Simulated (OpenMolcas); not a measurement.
# Single-point calculation, with input and output: VH₆O₃F₃ (part 2 of 2)

The same run, continued: VH₆O₃F₃ (mer-VF3(H2O)3), multiplicity 3, SMILES [OH2]->[V](<-[OH2])(<-[OH2])([F])([F])[F]; CASPT2/ANO-RCC-VDZP, DKH2 (OpenMolcas 26.06). The geometry comes from this level: GFN2-xTB.

Geometry of the input (Å):
```
V  0.3252  0.0355  -0.0780
F  0.0710  0.3875  1.6224
F  -0.2527  -0.4690  -1.6603
F  2.0922  -0.0044  -0.1851
O  -2.0431  0.2894  0.0737
H  -2.2957  -0.4438  0.6454
H  -2.2742  0.0457  -0.8305
O  0.4206  2.2264  -0.1757
H  1.3789  2.3472  -0.1001
H  0.0414  2.4096  0.6980
O  0.4996  -2.2044  0.1526
H  1.3517  -2.2035  0.6128
H  0.6850  -2.4163  -0.7752
```

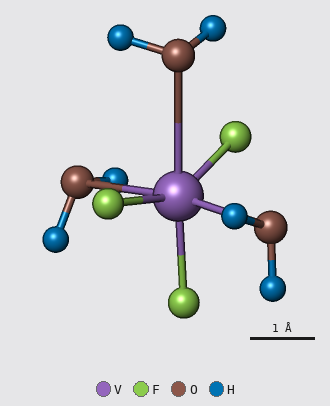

Figure 1. The input geometry (ball-and-stick view, seen at a tilt). Sticks mark near contacts.

The program's output, continued:
```
      RASSCF algorithm: LK RI/DF
      Maximum number of macro iterations       200
      Maximum number of SX iterations          100
      Threshold for RASSCF energy            1.000E-08
      Threshold for max MO rotation          1.000E-01
      Threshold for max BLB element          1.000E-04
      Level shift parameter                  5.000E-01
      Make Quasi-Newton update
--

      The MO-coefficients are taken from the file:
      step2.RasOrb
      Title: RASSCF average (pseudo-natural) orbitals

      Total molecular charge    0.00

      ************************************************************************************************************************
      *                                            Wave function control section                                             *
      ************************************************************************************************************************

                                         RASSCF iterations: Energy and convergence statistics
                                         ----------------------------------------------------

          iter iter root      energy       change     param      element    value   shift minimum  type update hh:mm:ss
 Nr of preliminary CI iterations:   1
      Total energies have been shifted. Add                -1000.00 au
        1   1   20    1  -475.41738207    0.00E+00   5.62E-03   15 142 1  3.89E-02*  0.33   0.00    SX    NO    0:00:01
        2   1   20    1  -475.41944262   -2.06E-03*  3.23E-03   15 142 1  5.88E-03*  0.33   0.00    SX    NO    0:00:00
        3   1   19    1  -475.41962159   -1.79E-04*  1.77E-03   29  40 1  1.32E-03*  0.33   0.00    SX    NO    0:00:00
        4   1   18    1  -475.41966011   -3.85E-05*  9.19E-04   32  42 1  8.04E-04*  0.33   0.00    SX    NO    0:00:00
        5   1   18    1  -475.41967210   -1.20E-05*  1.19E-03   32  42 1  4.23E-04*  0.33   2.30    LS   YES    0:00:00
        6   1   17    1  -475.41967817   -6.07E-06* -6.61E-04   12  43 1 -2.13E-04*  0.33   1.07    QN   YES    0:00:00
        7   1   16    1  -475.41968017   -2.00E-06*  1.06E-03   27  43 1  9.66E-05   0.33   1.41    QN   YES    0:00:00
        8   1   15    1  -475.41968218   -2.01E-06*  1.46E-03   35  72 1 -1.52E-04*  0.33   2.40    LS   YES    0:00:00
        9   1   15    1  -475.41968323   -1.05E-06*  5.22E-04   12  43 1  3.11E-04*  0.33   1.02    QN   YES    0:00:00
       10   1   15    1  -475.41968441   -1.19E-06*  5.81E-04   12  43 1  1.93E-04*  0.33   2.12    LS   YES    0:00:00
       11   1   15    1  -475.41968488   -4.62E-07*  2.35E-04   28  44 1 -9.86E-05   0.33   1.01    QN   YES    0:00:00
       12   1   14    1  -475.41968511   -2.36E-07*  3.20E-04   27  43 1 -4.21E-05   0.33   1.57    QN   YES    0:00:00
       13   1   13    1  -475.41968524   -1.23E-07*  2.23E-04   12  43 1 -3.97E-05   0.33   1.34    QN   YES    0:00:00
       14   1   13    1  -475.41968529   -5.35E-08*  3.51E-04   37  79 1 -2.12E-05   0.33   2.21    QN   YES    0:00:00
       15   1   12    1  -475.41968535   -5.99E-08* -1.68E-04   28  44 1  2.51E-05   0.33   1.43    QN   YES    0:00:00
       16   1   12    1  -475.41968537   -2.16E-08*  7.93E-05   28  44 1  1.74E-05   0.33   1.53    QN   YES    0:00:00
       17   1   11    1  -475.41968538   -8.61E-09   3.29E-05   12  43 1  6.61E-06   0.33   1.40    QN   YES    0:00:00
      Convergence after 17 iterations
       18   1   11    1  -475.41968538   -3.03E-09   3.29E-05   38  46 1  3.22E-06   0.33   1.40    QN   YES    0:00:00

      ************************************************************************************************************************
                                                      Wave function printout:
                       occupation of active orbitals, and spin coupling of open shells (u,d: Spin up or down)
      ************************************************************************************************************************

      Note: transformation to natural orbitals
      has been made, which may change the order of the CSFs.

      printout of CI-coefficients larger than  0.05 for root  1
      energy=   -1475.419685
      conf/sym  11111     Coeff  Weight
             4  u000u   0.13559 0.01838
             5  0uu00   0.99077 0.98162

      Natural orbitals and occupation numbers for root  1
      sym 1:   0.018383   0.981617   0.981617   0.000000   0.018383

      ************************************************************************************************************************
      *                                                    Final results                                                     *
      ************************************************************************************************************************

++    Final optimization conditions:
      ------------------------------

      Average CI energy                           -1475.41968538
      RASSCF energy for state  1                  -1475.41968538
      Super-CI energy                                -0.00000000
      RASSCF energy change                           -0.00000000
      Max change in MO coefficients              -6.557E-05
      Max non-diagonal density matrix element     3.290E-05
      Maximum BLB matrix element                  3.217E-06
      (orbital pair  38,  46 in symmetry   1)
      Norm of electronic gradient            2.726E-05
--

      Final state energy(ies):
      ------------------------

::    RASSCF root number  1 Total energy:  -1475.41968538
      Von Neumann Entropy (Root   1) =  1.13227

      Mulliken population analysis for root number:  1
      -----------------------------------------------

++    Molecular charges:
      ------------------

      Mulliken charges per centre
      ---------------------------

                V1      F2      F3      F4      O5      H6      H7      O8      H9      H10     O11     H12
      Total   21.1247  9.7228  9.7384  9.7242  8.2844  0.8173  0.8010  8.3113  0.7966  0.7846  8.3133  0.7918

      N-E      1.8753 -0.7228 -0.7384 -0.7242 -0.2844  0.1827  0.1990 -0.3113  0.2034  0.2154 -0.3133  0.2082

                H13
      Total    0.7896

      N-E      0.2104

      Total electronic charge=   80.000000

      Total            charge=   -0.000000
--

      Expectation values of various properties for root number:  1
      -----------------------------------------------------------

++    Molecular properties:
      ---------------------

      Charge (e):
                      =   -0.0000
      Dipole Moment (debye):
      Origin of the operator (angstrom)=    0.2086    0.0302   -0.0442
                   X= -1.5394E+00               Y= -7.6741E-01               Z=  3.7998E-01           Total=  1.7616E+00
      Quadrupole Moment (debye*angstrom):
      Origin of the operator (angstrom)=    0.2086    0.0302   -0.0442
                  XX= -4.8398E+01              XY=  1.8328E+00              XZ=  7.9229E-01              YY= -4.0207E+01
                  YZ=  1.2874E+00              ZZ= -5.9885E+01
      In traceless form (debye*angstrom)
                  XX=  1.6477E+00              XY=  2.7492E+00              XZ=  1.1884E+00              YY=  1.3935E+01
                  YZ=  1.9311E+00              ZZ= -1.5582E+01
--

      Mulliken spin population analysis for root number:  1
      ---------------------------------------------------

++    Molecular charges:
      ------------------

      Mulliken spin population per centre
      ---------------------------

                V1      F2      F3      F4      O5      H6      H7      O8      H9      H10     O11     H12
      Total    1.9516  0.0154  0.0150  0.0152  0.0003  0.0001  0.0001  0.0009  0.0004  0.0004  0.0005  0.0003

                H13
      Total    0.0001

      Total electronic spin=    2.000000
--

      LoProp population analysis for root number:  1
      -----------------------------------------------

++    LoProp analysis:
      ----------------

++    Static properties:
      ------------------

      LoProp Charges per center

                   V1       F2       F3       F4       O5       H6       H7       O8       H9       H10
      Nuclear     23.0000   9.0000   9.0000   9.0000   8.0000   1.0000   1.0000   8.0000   1.0000   1.0000
      Electronic -21.1140  -9.7095  -9.7153  -9.7037  -8.6667  -0.6397  -0.6314  -8.6545  -0.6277  -0.6226

      Total        1.8860  -0.7095  -0.7153  -0.7037  -0.6667   0.3603   0.3686  -0.6545   0.3723   0.3774

                   O11      H12      H13
      Nuclear      8.0000   1.0000   1.0000
      Electronic  -8.6580  -0.6303  -0.6265

      Total       -0.6580   0.3697   0.3735
--

      Natural Bond Order analysis for root number:  1

++    Natural Bond Order analysis
      ---------------------------
      Based on LoProp computed density
      -------------------------------------------------------------------------------------
      Atom A       Atom B       Bond Order
      -------------------------------------------------------------------------------------
      NBO located      0.954 non-bonded electrons on atom V1
      NBO located      0.975 non-bonded electrons on atom V1
      NBO located      0.989 non-bonded electrons on atom V1
      NBO located      0.997 non-bonded electrons on atom V1
      NBO located      0.998 non-bonded electrons on atom V1
      NBO located      1.000 non-bonded electrons on atom V1
      NBO located      1.000 non-bonded electrons on atom V1
      NBO located      1.000 non-bonded electrons on atom V1
      NBO located      1.000 non-bonded electrons on atom V1
      NBO located      1.000 non-bonded electrons on atom F2
      NBO located      0.982 non-bonded electrons on atom F2
      NBO located      0.993 non-bonded electrons on atom F2
      NBO located      1.000 non-bonded electrons on atom F3
      NBO located      0.994 non-bonded electrons on atom F3
      NBO located      0.988 non-bonded electrons on atom F3
      NBO located      1.000 non-bonded electrons on atom F4
      NBO located      0.996 non-bonded electrons on atom F4
      NBO located      0.983 non-bonded electrons on atom F4
      NBO located      0.998 non-bonded electrons on atom O5
      NBO located      0.999 non-bonded electrons on atom O8
      NBO located      1.008 non-bonded electrons on atom O8
      NBO located      0.998 non-bonded electrons on atom O11
      NBO located      1.019 non-bonded electrons on atom O11
      The remaining   19.376 electrons are to be considered as diffuse
--

--

      Average orbitals are written to the RASORB file
      Natural orbitals for root   1 are written to the RASORB.1 file
      Spin density orbitals for root   1 are written to the SPDORB.1 file

--- Stop Module: rasscf /rc=_RC_ALL_IS_WELL_ ---
--- Module rasscf spent 20 seconds ---

--- Start Module: caspt2 ---

                                              &CASPT2

                       available to each process: 1.9 GB of memory, 1 thread

++    Wave function specifications:
      -----------------------------

      Number of closed shell electrons          54
      Number of electrons in active shells       2
      Max number of holes in RAS1 space          0
      Max number of electrons in RAS3 space      0
      Number of inactive orbitals               27
      Number of active orbitals                  5
      Number of secondary orbitals             104
      Spin quantum number                      1.0
      State symmetry                             1
      Number of CSFs                            10
      Number of CASSCF root(s) available         1
      CASPT2 state passed to geometry opt.       1
      A file JOBMIX will be created
      This is a CASSCF or RASSCF reference function
--

++    Orbital specifications:
      -----------------------

      Symmetry species                           1
                                                 a
      Frozen orbitals                           12
      Inactive orbitals                         27
      Active orbitals                            5
      Secondary orbitals                       104
      Deleted orbitals                           0
      Number of basis functions                148
--

++    CASPT2 specifications:
      ----------------------

      Type of calculation                        SS-CASPT2
      Fock operator                              state-specific
      IPEA shift                                 0.25
      Real shift                                 0.00
      Imaginary shift                            0.20
      The input orbitals will be transformed to quasi-canonical
--

--------------------------------------------------------------------------------
 Estimated memory requirements:
  POLY3 :                   250780
  RHS:                     4451744
  SIGMA :                  4377760
  PRPCTL:                        0
 Available workspace:    232471910

++ CASPT2 computation for group   1

********************************************************************************
 Multi-State initialization phase begins for group   1
--------------------------------------------------------------------------------
********************************************************************************
 Compute H0 matrices for state    1
--------------------------------------------------------------------------------
--------------------------------------------------------------------------------
 H0 matrices have been computed.

********************************************************************************
  CASPT2 EQUATION SOLUTION
--------------------------------------------------------------------------------

  Total nr of CASPT2 parameters:
   Before reduction:     6084491
   After  reduction:     5592002

 Variance of |WF0>:       7.3906300055

 The contributions to the second order correlation energy in atomic units.
-----------------------------------------------------------------------------------------------------------------------------
  IT.      VJTU        VJTI        ATVX        AIVX        VJAI        BVAT        BJAT        BJAI        TOTAL       RNORM
-----------------------------------------------------------------------------------------------------------------------------
   1    -0.000625   -0.074969   -0.000001   -0.055781   -0.126250   -0.005042   -0.040702   -1.245145   -1.548514    0.005697
   2    -0.000640   -0.075321   -0.000001   -0.055949   -0.126645   -0.005057   -0.040740   -1.245337   -1.549689    0.000583
   3    -0.000640   -0.075335   -0.000001   -0.055952   -0.126650   -0.005057   -0.040739   -1.245328   -1.549703    0.000069
   4    -0.000640   -0.075332   -0.000001   -0.055952   -0.126645   -0.005057   -0.040739   -1.245325   -1.549691    0.000007
-----------------------------------------------------------------------------------------------------------------------------

  FINAL CASPT2 RESULT:

      Reference energy:       -1475.4196853828
      E2 (Non-variational):      -1.5496906695
      Shift correction:          -0.0047417594
      E2 (Variational):          -1.5544324289
      Total energy:           -1476.9741178117
      Residual norm:              0.0000009116
      Reference weight:           0.71886

      Contributions to the CASPT2 correlation energy
      Active & Virtual Only:         -0.0050575879
      One Inactive Excited:          -0.0973316025
      Two Inactive Excited:          -1.4473014791

++ Denominators, etc.
--------------------------------------------------------------------------------------------------------------
 Report on small energy denominators, large coefficients, and large energy contributions.
CASE  SYMM ACTIVE-MIX  NON-ACTIVE INDICES          DENOMINATOR     RHS VALUE       COEFFICIENT     CONTRIBUTION
VJTIP    1  Mu1.0012  In1.013 In1.013               4.81106000      0.14680610     -0.02991864     -0.00439224
VJTIP    1  Mu1.0007  In1.014 In1.014               4.66802663     -0.11954249      0.02505082     -0.00299464
VJTIP    1  Mu1.0010  In1.014 In1.014               4.73827270      0.13025844     -0.02693689     -0.00350876
VJTIM    1  Mu1.0009  In1.014 In1.013               4.74195909      0.18630290     -0.03850215     -0.00717306
VJTIM    1  Mu1.0007  In1.015 In1.013               4.51662415      0.15688143     -0.03412440     -0.00535348
VJTIM    1  Mu1.0004  In1.015 In1.014               4.46642826     -0.16400974      0.03605344     -0.00591311
ATVX     1  Mu1.0001  Se1.045                       0.19443180     -0.00000010      0.00030652     -0.00000000
ATVX     1  Mu1.0002  Se1.045                       0.20899778     -0.00000001      0.00009053     -0.00000000
ATVX     1  Mu1.0001  Se1.046                       0.23556900      0.00000003     -0.00010365     -0.00000000
ATVX     1  Mu1.0002  Se1.046                       0.25013498     -0.00000011      0.00021931     -0.00000000
ATVX     1  Mu1.0001  Se1.047                       0.24640622      0.00000005     -0.00013182     -0.00000000
ATVX     1  Mu1.0002  Se1.047                       0.26097220     -0.00000009     -0.00000154      0.00000000
--

   (Skipping property calculation,
    use PROP keyword to activate)
--

  Total CASPT2 energies:
::    CASPT2 Root  1     Total energy:  -1476.97411781

  A NEW JOBIPH FILE NAMED 'JOBMIX' IS PREPARED.
********************************************************************************
--- Stop Module: caspt2 /rc=_RC_ALL_IS_WELL_ ---
--- Module caspt2 spent 8 seconds ---

.##################.
.# Happy landing! #.
.##################.

    Timing: Wall=40.17 User=38.27 System=1.87
```
